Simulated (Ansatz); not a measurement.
## How far to go with the plane-wave cutoff: CsO₂ (I4mm, 3 atoms in the cell)

```
CELL_PARAMETERS angstrom
     -2.18931     2.18931     3.63781
      2.18931    -2.18931     3.63781
      2.18931     2.18931    -3.63781
ATOMIC_POSITIONS crystal
  Cs 0.00687 0.00687 0.00000
  O  0.59234 0.59234 0.00000
  O  0.40766 0.40766 0.00000
```

Level of theory: PBEsol, default PAW files made with PBE (plane waves; Ansatz, an electronic-structure program).

Base settings: basis.ecutwfc = 420 eV; kpoints.mp_grid.grid = 9 9 9; hamiltonian.xc = pbesol; hamiltonian.pseudopotentials = {kind: paw} (the program's default PAW files); scf.occupations.method = fermi_dirac; scf.occupations.width = 0.1 eV.

The second cell is the first with its lattice scaled by 0.98.

The mesh stays at the base's, so the ladder's end is converged at best in this setting alone.

The first pressure column holds Ansatz's estimate of the finite-basis (Pulay) stress, which hides part of the cutoff error; the other is without it.

Only quantities that move along the ladder and can be compared are tabulated.

The count of work is k-points × plane waves × bands × iterations; it is no time. 

The starting cell comes from a database of computed structures (which also holds hypothetical and non-ambient phases and stackings), without a prior relaxation at this level. Its lattice was rescaled by up to half a per cent. One atom was moved a little off its site on purpose.

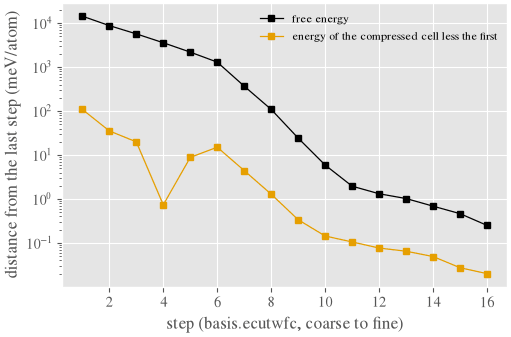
Distance from the last step along the ladder; very small values are drawn at a floor.

| basis.ecutwfc | free energy less the last step's (meV/atom) | energy of the compressed cell less the first (meV/atom) | pressure (GPa) | pressure without the Pulay estimate (GPa) | largest difference of a force vector from the last step's (eV/Å) | count of work / last |
|---|---|---|---|---|---|---|
| 145 eV | 14464.35 | -111.28 | -16.66 | -193.90 | 9.515 | 0.068 |
| 170 eV | 8808.09 | -37.55 | -4.60 | -148.87 | 3.235 | 0.076 |
| 190 eV | 5718.26 | -22.08 | -1.64 | -113.91 | 0.287 | 0.090 |
| 210 eV | 3590.81 | -2.87 | 0.34 | -83.07 | 1.796 | 0.11 |
| 230 eV | 2197.71 | 6.70 | 0.26 | -58.33 | 2.018 | 0.12 |
| 250 eV | 1301.57 | 12.94 | 0.66 | -39.58 | 1.652 | 0.14 |
| 295 eV | 368.70 | 2.28 | -0.98 | -15.41 | 0.549 | 0.16 |
| 335 eV | 109.14 | -0.85 | -1.15 | -6.51 | 0.138 | 0.19 |
| 380 eV | 24.26 | -1.80 | -1.27 | -2.75 | 0.026 | 0.21 |
| 420 eV | 5.92 | -1.99 | -1.28 | -1.67 | 0.012 | 0.27 |
| 460 eV | 1.96 | -2.03 | -1.29 | -1.36 | 0.009 | 0.31 |
| 505 eV | 1.31 | -2.06 | -1.29 | -1.30 | 0.007 | 0.36 |
| 565 eV | 1.02 | -2.07 | -1.29 | -1.30 | 0.006 | 0.41 |
| 630 eV | 0.69 | -2.09 | -1.29 | -1.30 | 0.004 | 0.49 |
| 735 eV | 0.46 | -2.11 | -1.29 | -1.30 | 0.002 | 0.62 |
| 840 eV | 0.25 | -2.12 | -1.29 | -1.30 | 0.001 | 0.77 |
| 1010 eV | 0.00 | -2.14 | -1.30 | -1.30 | 0.000 | 1.0 |

Coarsest basis.ecutwfc that holds the free energy within 5 meV/atom of the last step, with all finer ones: 460 eV, at 0.31 of the last step's count of work; the step before is off by 5.9 meV/atom.

Coarsest basis.ecutwfc that holds the forces within 0.005 eV/Å of the last step, with all finer ones: 630 eV; the step before is off by 0.006 eV/Å.

Coarsest basis.ecutwfc that holds the pressure within 0.2 GPa of the last step, with all finer ones: 335 eV, at 0.19 of the last step's count of work; the step before is off by 0.32 GPa.

The energy difference between the two cells stays within 1 meV/atom of the last step's from 380 eV on, the total only from 630 eV on: much of the error is common to both cells and cancels.

At the lowest cutoff the pressure without the Pulay estimate lies 193 GPa under the last step's, the usual sign of Pulay stress in an incomplete plane-wave basis.

Keys are those of Ansatz 0.2.
